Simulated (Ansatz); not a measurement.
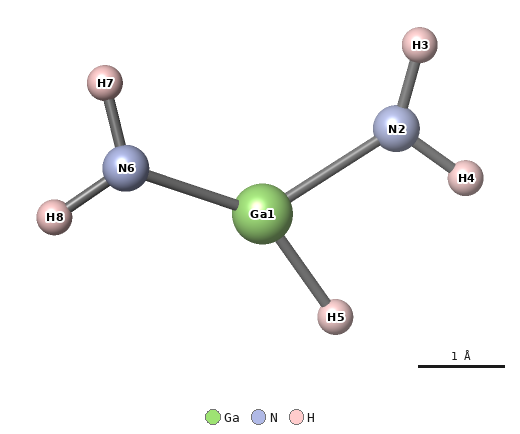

Figure 1. The starting structure (ball-and-stick view, seen at a tilt; atoms are numbered from 1 in the order of the input). Sticks mark near contacts. Bond lengths as drawn: Ga–H 1.55 Å, Ga–N 1.83 to 1.88 Å and H–N 1.02 Å.

# Run report: GaN2H5, geometry relaxation

The run: geometry relaxation of GaN2H5. Method and program: RKS BLYP-D4/def2-SVP (Ansatz 0.2.0).

It belongs to a series of runs on one base structure; here: end point A relaxed. Figures and captions count atoms from 1; the log counts them from 0 in places.

### Input
```yaml
crystal:
  periodic: [false, false, false]
  atoms:
    - { symbol: Ga, position_ang: [0.274457, 0.132978, -0.106388] }
    - { symbol: "N", position_ang: [0.855512, -0.083964, 1.67018] }
    - { symbol: H, position_ang: [0.40941, -0.411217, 2.532422] }
    - { symbol: H, position_ang: [1.869949, -0.017163, 1.777377] }
    - { symbol: H, position_ang: [1.758947, 0.489288, -0.383631] }
    - { symbol: "N", position_ang: [-1.373814, -0.173865, -0.840615] }
    - { symbol: H, position_ang: [-2.195453, -0.197936, -0.230267] }
    - { symbol: H, position_ang: [-1.608109, 0.261878, -1.736378] }
basis:
  gaussian: { orbitals: def2-SVP }
hamiltonian:
  xc: blyp
  dispersion: d4
relax:
  f_tol: 0.03
  max_steps: 50
output:
  orbitals: {}
```

Command:
```bash
ansatz run input.yaml --threads 2 --pin off --max-ram 3072MiB --backend cpu --events-out ev --progress --plain --runs-dir out
```

### Log
```
The last accepted step is kept in [file] (removed where the run ends without a failure and the disk answers)
Engine: ansatz 0.2.0, aarch64-unknown-linux-gnu
Functional definition: BLYP
  parameter beta = 0.0042
  parameter a = 0.04918
  parameter b = 0.132
  parameter c = 0.2533
  parameter d = 0.349
  exchange = b88_x(beta = beta)
  correlation = lyp_c(a = a, b = b, c = c, d = d)
989 factors; their error is unknown
mean field evaluation 1: about -55412.0485 eV, gradient 9.9e1 eV
mean field evaluation 2: about -55307.6120 eV, gradient 1.9e2 eV
mean field evaluation 4: about -55430.0870 eV, gradient 2.4e1 eV
mean field evaluation 8: about -55431.3346 eV, gradient 1.7e-1 eV
mean field evaluation 16: about -55431.2874 eV, gradient 1.0e-3 eV
mean field -55431.28741817 eV, -2037.0622399417 hartree, gradient 1.8e-5 eV, S^2 0.000000; 0 other end points of the search recorded, 0 dependent functions left out
the calculation of the forces begins
reference -55431.28773649 eV, -2037.0622516397 hartree; 25, 25 occupied and 60, 60 virtual orbitals, 989 factors
relax step   1: F+E_penalty+E_count = -55431.54789278 eV  Δ(F+E_penalty+E_count) = +0.000e0 eV  max|allowed force component| = 1.383e0 eV/Å  Δτ_max = 0.0000 Å  (28 SCF iters, accepted)
these checks for a lower state are left out or cut short: starts, cluster_reference, orbital_swaps, neighbouring_geometries, increment
989 factors; their error is unknown
mean field -55431.59410697 eV, -2037.0735105471 hartree, gradient 1.8e-5 eV, S^2 0.000000; 0 other end points of the search recorded, 0 dependent functions left out
the calculation of the forces begins
reference -55431.59442887 eV, -2037.0735223768 hartree; 25, 25 occupied and 60, 60 virtual orbitals, 989 factors
relax step   2: F+E_penalty+E_count = -55431.85500736 eV  Δ(F+E_penalty+E_count) = -3.071e-1 eV  max|allowed force component| = 7.998e-1 eV/Å  Δτ_max = 0.1949 Å  (30 SCF iters, accepted)
these checks for a lower state are left out or cut short: starts, cluster_reference, orbital_swaps, neighbouring_geometries, increment
989 factors; their error is unknown
mean field evaluation 32: about -55431.7568 eV, gradient 1.3e-5 eV
mean field -55431.75684083 eV, -2037.0794909063 hartree, gradient 1.3e-5 eV, S^2 0.000000; 0 other end points of the search recorded, 0 dependent functions left out
the calculation of the forces begins
reference -55431.75716447 eV, -2037.0795027997 hartree; 25, 25 occupied and 60, 60 virtual orbitals, 989 factors
relax step   3: F+E_penalty+E_count = -55432.01916450 eV  Δ(F+E_penalty+E_count) = -1.642e-1 eV  max|allowed force component| = 4.443e-1 eV/Å  Δτ_max = 0.1959 Å  (28 SCF iters, accepted)
these checks for a lower state are left out or cut short: starts, cluster_reference, orbital_swaps, neighbouring_geometries, increment
989 factors; their error is unknown
mean field -55431.81414803 eV, -2037.0815969071 hartree, gradient 2.5e-5 eV, S^2 0.000000; 0 other end points of the search recorded, 0 dependent functions left out
the calculation of the forces begins
reference -55431.81447154 eV, -2037.0816087957 hartree; 25, 25 occupied and 60, 60 virtual orbitals, 989 factors
relax step   4: F+E_penalty+E_count = -55432.07884133 eV  Δ(F+E_penalty+E_count) = -5.968e-2 eV  max|allowed force component| = 4.812e-1 eV/Å  Δτ_max = 0.1045 Å  (28 SCF iters, accepted)
these checks for a lower state are left out or cut short: starts, cluster_reference, orbital_swaps, neighbouring_geometries, increment
989 factors; their error is unknown
mean field -55431.86184061 eV, -2037.0833495771 hartree, gradient 2.4e-5 eV, S^2 0.000000; 0 other end points of the search recorded, 0 dependent functions left out
the calculation of the forces begins
reference -55431.86216422 eV, -2037.0833614694 hartree; 25, 25 occupied and 60, 60 virtual orbitals, 989 factors
relax step   5: F+E_penalty+E_count = -55432.12774605 eV  Δ(F+E_penalty+E_count) = -4.890e-2 eV  max|allowed force component| = 3.237e-1 eV/Å  Δτ_max = 0.1363 Å  (28 SCF iters, accepted)
these checks for a lower state are left out or cut short: starts, cluster_reference, orbital_swaps, neighbouring_geometries, increment
989 factors; their error is unknown
mean field -55431.87613658 eV, -2037.0838749440 hartree, gradient 1.1e-5 eV, S^2 0.000000; 0 other end points of the search recorded, 0 dependent functions left out
the calculation of the forces begins
reference -55431.87646058 eV, -2037.0838868509 hartree; 25, 25 occupied and 60, 60 virtual orbitals, 989 factors
relax step   6: F+E_penalty+E_count = -55432.14271665 eV  Δ(F+E_penalty+E_count) = -1.497e-2 eV  max|allowed force component| = 8.566e-2 eV/Å  Δτ_max = 0.1134 Å  (28 SCF iters, accepted)
these checks for a lower state are left out or cut short: starts, cluster_reference, orbital_swaps, neighbouring_geometries, increment
989 factors; their error is unknown
mean field -55431.87490764 eV, -2037.0838297813 hartree, gradient 2.4e-5 eV, S^2 0.000000; 0 other end points of the search recorded, 0 dependent functions left out
the calculation of the forces begins
reference -55431.87523193 eV, -2037.0838416989 hartree; 25, 25 occupied and 60, 60 virtual orbitals, 989 factors
relax step   7: F+E_penalty+E_count = -55432.14277019 eV  Δ(F+E_penalty+E_count) = -5.355e-5 eV  max|allowed force component| = 8.454e-2 eV/Å  Δτ_max = 0.0320 Å  (28 SCF iters, accepted)
these checks for a lower state are left out or cut short: starts, cluster_reference, orbital_swaps, neighbouring_geometries, increment
989 factors; their error is unknown
mean field evaluation 64: about -55431.8772 eV, gradient 1.6e-1 eV
mean field -55431.87726404 eV, -2037.0839163776 hartree, gradient 2.2e-5 eV, S^2 0.000000; 0 other end points of the search recorded, 0 dependent functions left out
the calculation of the forces begins
reference -55431.87758830 eV, -2037.0839282937 hartree; 25, 25 occupied and 60, 60 virtual orbitals, 989 factors
relax step   8: F+E_penalty+E_count = -55432.14445059 eV  Δ(F+E_penalty+E_count) = -1.680e-3 eV  max|allowed force component| = 5.022e-3 eV/Å  Δτ_max = 0.0174 Å  (29 SCF iters, accepted)
```

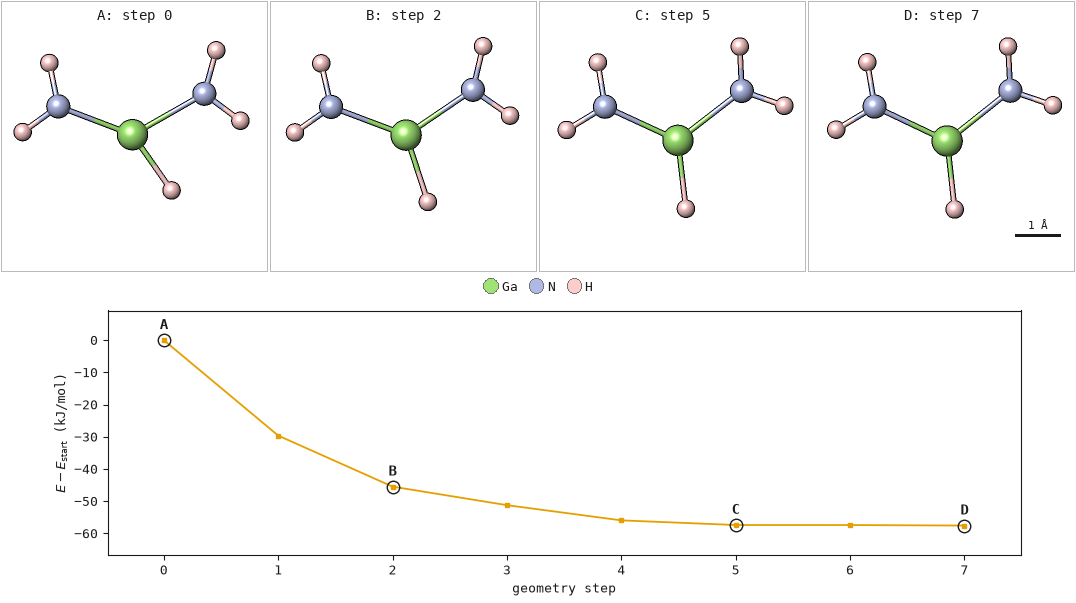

Figure 2. Frames of the relaxation (ball-and-stick view, seen on its broad side) above the curves, on which the letters mark them (the first geometry is step 0 here and step 1 in the log).

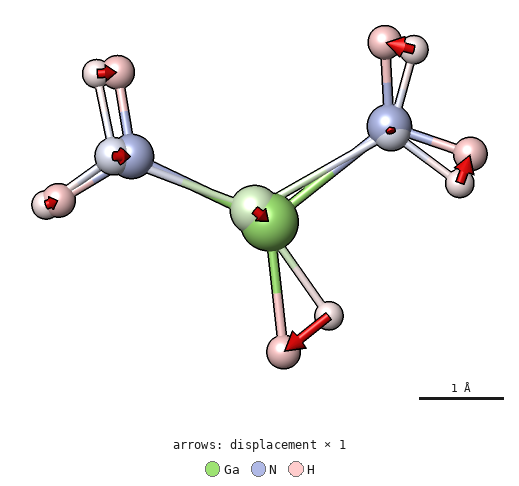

Figure 3. Start (faint) and end (solid) with the displacements as red arrows, at true length (ball-and-stick view, seen on its broad side). The two geometries are laid on each other by the best rigid fit. Over 7 geometry steps the energy falls by 57.6 kJ/mol. Largest force component: 1.4 eV/Å at the start, 0.005 eV/Å at the end. H5 moves most after the best rigid fit: 0.69 Å. By element the largest moves are H 0.69 Å, N 0.23 Å, Ga 0.23 Å. Among the contacts that change: Ga1–N2 1.882 → 1.839 Å, Ga1–H5 1.552 → 1.565 Å, Ga1–N6 1.830 → 1.839 Å. Among the angles that change: N2–Ga1–H5 84.2° → 121.8°, H5–Ga1–N6 145.9° → 121.8°, N2–Ga1–N6 129.6° → 116.5°. (Atoms are counted from 1 in the order of the input.)

```
989 factors; their error is unknown
mean field -55431.87726404 eV, -2037.0839163776 hartree, gradient 2.2e-5 eV, S^2 0.000000; 1 other end points of the search recorded, 0 dependent functions left out
the calculation of the forces begins
reference -55431.87758830 eV, -2037.0839282937 hartree; 25, 25 occupied and 60, 60 virtual orbitals, 989 factors
Total energy: -55432.14477484 eV, -2037.0937472183 hartree
Atom 0 at     0.495839     0.179301    -0.086150 Å, force    -0.001840    -0.000007     0.002489 eV/Å
Atom 1 at     0.790608    -0.061751     1.713122 Å, force    -0.001167     0.002757    -0.004434 eV/Å
Atom 2 at     0.101097    -0.468225     2.349046 Å, force    -0.001100    -0.001067     0.000982 eV/Å
Atom 3 at     1.731232    -0.118004     2.108018 Å, force     0.004090    -0.001345     0.001601 eV/Å
Atom 4 at     1.647005     0.595599    -1.060559 Å, force    -0.001652    -0.000457     0.001142 eV/Å
Atom 5 at    -1.223112    -0.097715    -0.679345 Å, force     0.005022    -0.000632     0.001040 eV/Å
Atom 6 at    -2.021041    -0.225443    -0.053103 Å, force    -0.001790     0.000437     0.000785 eV/Å
Atom 7 at    -1.530730     0.196236    -1.608329 Å, force    -0.001563     0.000314    -0.003607 eV/Å
Dipole moment:    -0.167570    -0.057117     0.143458 e Å
```

### Trajectory as extended XYZ (Å, eV, eV/Å), 8 frames, from step=1 to step=8
```
8
Properties=species:S:1:pos:R:3:forces:R:3 step=1 energy=-55431.54789
Ga    0.2745    0.1330   -0.1064    0.9612  -0.0482   1.2807
N     0.8555   -0.0840    1.6702   -1.0972  -0.2503   0.1060
H     0.4094   -0.4112    2.5324   -0.0015  -0.0022  -0.0045
H     1.8699   -0.0172    1.7774   -0.0008   0.0092   0.0028
H     1.7589    0.4893   -0.3836    0.1301   0.2873  -1.3831
N    -1.3738   -0.1739   -0.8406    0.0225  -0.0113  -0.0095
H    -2.1955   -0.1979   -0.2303   -0.0043   0.0111   0.0065
H    -1.6081    0.2619   -1.7364   -0.0101   0.0043   0.0011
8
Properties=species:S:1:pos:R:3:forces:R:3 step=2 energy=-55431.85501
Ga    0.3145    0.1343   -0.0772    0.7216   0.0128   0.7998
N     0.8157   -0.0997    1.7063   -0.3525  -0.0326  -0.2771
H     0.3680   -0.4317    2.5614   -0.1082  -0.0354  -0.0166
H     1.8322   -0.0253    1.8158   -0.0951  -0.0229   0.1375
H     1.7619    0.5271   -0.5748   -0.3107   0.0606  -0.7021
N    -1.3442   -0.1649   -0.8163    0.0501   0.0407   0.0017
H    -2.1727   -0.1982   -0.2140    0.0491  -0.0002   0.0014
H    -1.5846    0.2584   -1.7184    0.0458  -0.0229   0.0552
8
Properties=species:S:1:pos:R:3:forces:R:3 step=3 energy=-55432.01916
Ga    0.3575    0.1408   -0.0400    0.4160   0.1100  -0.1130
N     0.7887   -0.1113    1.7264    0.1990   0.0306  -0.0276
H     0.3123   -0.4518    2.5602   -0.1477  -0.0405  -0.0242
H     1.8013   -0.0325    1.8731   -0.1395  -0.0463   0.2151
H     1.7204    0.5523   -0.7646   -0.4443  -0.0599  -0.1582
N    -1.3038   -0.1534   -0.7852   -0.0123   0.0442   0.0524
H    -2.1394   -0.1983   -0.1931    0.0512  -0.0139  -0.0066
H    -1.5460    0.2542   -1.6941    0.0776  -0.0241   0.0619
8
Properties=species:S:1:pos:R:3:forces:R:3 step=4 energy=-55432.07884
Ga    0.4131    0.1559   -0.0631   -0.4552  -0.1619   0.3827
N     0.7920   -0.1164    1.7167    0.1637   0.0343  -0.0511
H     0.2480   -0.4540    2.5112   -0.1157  -0.0145  -0.0779
H     1.7866   -0.0450    1.9522   -0.0899  -0.0329   0.1356
H     1.6607    0.5565   -0.8502    0.3639   0.1639  -0.4812
N    -1.2722   -0.1348   -0.7568   -0.0059   0.0421   0.0554
H    -2.0997   -0.2052   -0.1561    0.0746  -0.0110  -0.0082
H    -1.5376    0.2430   -1.6713    0.0645  -0.0199   0.0448
8
Properties=species:S:1:pos:R:3:forces:R:3 step=5 energy=-55432.12775
Ga    0.4557    0.1682   -0.0719   -0.1686  -0.0665   0.1428
N     0.7868   -0.1226    1.7110    0.3237   0.0061   0.1783
H     0.1692   -0.4527    2.4589    0.0063   0.0438  -0.2008
H     1.7609   -0.0654    2.0359   -0.2620  -0.0332   0.0095
H     1.6432    0.5782   -0.9836    0.1195   0.0528  -0.1394
N    -1.2413   -0.1225   -0.7207   -0.1029   0.0212  -0.0043
H    -2.0581   -0.2188   -0.1104    0.0516  -0.0064  -0.0057
H    -1.5255    0.2356   -1.6364    0.0324  -0.0179   0.0197
8
Properties=species:S:1:pos:R:3:forces:R:3 step=6 energy=-55432.14272
Ga    0.4825    0.1762   -0.0788    0.0658   0.0181  -0.0433
N     0.8022   -0.0816    1.7130   -0.0824   0.0134  -0.0587
H     0.1132   -0.4662    2.3612    0.0000  -0.0158   0.0517
H     1.7431   -0.1032    2.1092    0.0071  -0.0081  -0.0008
H     1.6401    0.5934   -1.0443    0.0116   0.0061  -0.0226
N    -1.2304   -0.0983   -0.6920    0.0555  -0.0197   0.0857
H    -2.0269   -0.2158   -0.0633   -0.0611  -0.0080  -0.0086
H    -1.5329    0.1955   -1.6223    0.0033   0.0139  -0.0034
8
Properties=species:S:1:pos:R:3:forces:R:3 step=7 energy=-55432.14277
Ga    0.5083    0.1755   -0.0976   -0.0845   0.0021   0.0640
N     0.7817   -0.0670    1.7044    0.0587   0.0089   0.0076
H     0.0886   -0.4630    2.3433   -0.0112  -0.0002  -0.0330
H     1.7186   -0.1161    2.1075    0.0301  -0.0039   0.0271
H     1.6585    0.6007   -1.0687   -0.0103  -0.0149   0.0070
N    -1.2182   -0.0984   -0.6704    0.0012   0.0080  -0.0554
H    -2.0131   -0.2323   -0.0411    0.0332   0.0038   0.0133
H    -1.5336    0.2007   -1.5946   -0.0170  -0.0040  -0.0307
8
Properties=species:S:1:pos:R:3:forces:R:3 step=8 energy=-55432.14445
Ga    0.4958    0.1793   -0.0862   -0.0018   0.0000   0.0025
N     0.7906   -0.0618    1.7131   -0.0012   0.0028  -0.0044
H     0.1011   -0.4682    2.3490   -0.0011  -0.0011   0.0010
H     1.7312   -0.1180    2.1080    0.0041  -0.0013   0.0016
H     1.6470    0.5956   -1.0606   -0.0017  -0.0005   0.0011
N    -1.2231   -0.0977   -0.6793    0.0050  -0.0006   0.0010
H    -2.0210   -0.2254   -0.0531   -0.0018   0.0004   0.0008
H    -1.5307    0.1962   -1.6083   -0.0016   0.0003  -0.0036
```

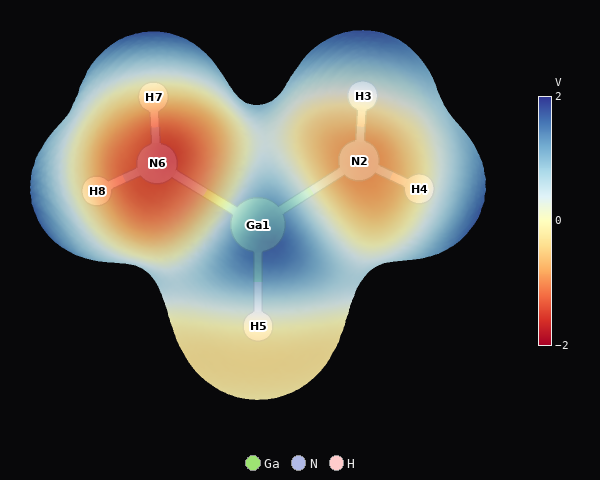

Figure 4. The electrostatic potential painted on the density surface at 0.004 e/bohr³, seen face on; the colour scale runs from red (negative) to blue (positive).

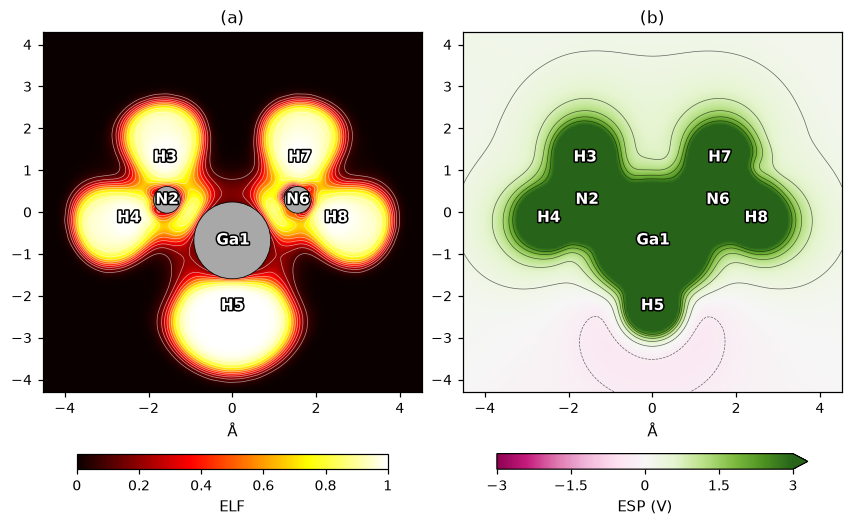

Figure 5. (a) electron localisation function; (b) electrostatic potential on the molecular plane. Grey discs, where drawn, cover atomic cores. Ga–N (1.84 Å): the ELF peaks at about 0.90 in the valence shell of N, 0.6 Å from its nucleus, and is about 0.30 at the midpoint. N–H (1.02 Å): the ELF climbs to about 1 towards the hydrogen, as it does in any bond to H (a covalent bond by its length). Ga–H (1.56 Å): the ELF climbs to about 1 towards the hydrogen.

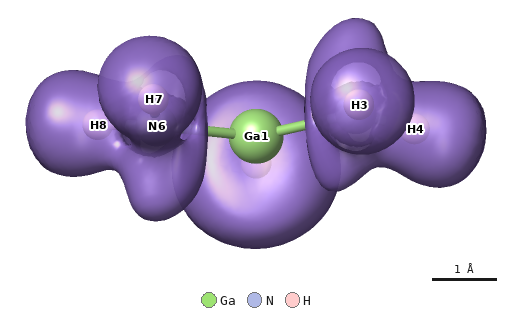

Figure 6. Isosurface of the electron localisation function at 0.75 (purple), seen from the side. Core shells and regions of very low density are left out. Values along the shortest contacts: Ga–N (1.84 Å): the ELF peaks at about 0.90 in the valence shell of N, 0.6 Å from its nucleus, and is about 0.30 at the midpoint.

### Summary

| quantity | value |
| --- | --- |
| outcome | converged |
| total energy | −55432.1448 eV |
| mean-field energy | −55431.8776 eV |
| largest force (length of the vector) at the end | 0.005 eV/Å |
| hardware | 2 threads of Arm Neoverse V1, 24 GiB of memory available, shared host |
| wall time | 12 s (CPU time 22 s) |
| peak memory | 0.12 GiB |
